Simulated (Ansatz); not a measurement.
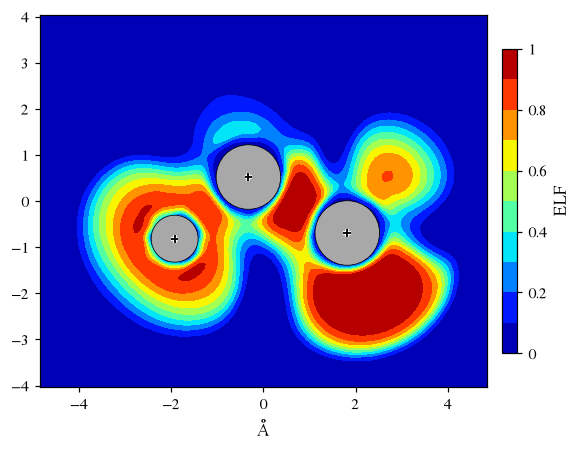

The ELF on a plane through atoms (crosses mark nuclei in the plane; grey discs cover the cores).

Theory: isolated molecule in a Gaussian basis; Kohn-Sham density functional theory, functional PBE0 in Ansatz.

Candidates:
A. C$_{2}$H$_{5}$BF$_{2}$ (SMILES CCB(F)F)
B. CH$_{6}$BFSn (SMILES FB[CH2][SnH3])
C. Cl$_{3}$FSi$_{2}$ (SMILES F[Si][Si](Cl)(Cl)Cl)

Which system is this?

Answer. Candidate C: Cl$_{3}$FSi$_{2}$ on the plane of atoms Cl2, Si6 and Si5, which holds Cl and Si. Si–Cl (2.08 Å): the ELF peaks at about 0.85 between the atoms (a polar covalent bond). Si–Si (2.46 Å): the ELF peaks at about 1 between the atoms (a shared electron pair).
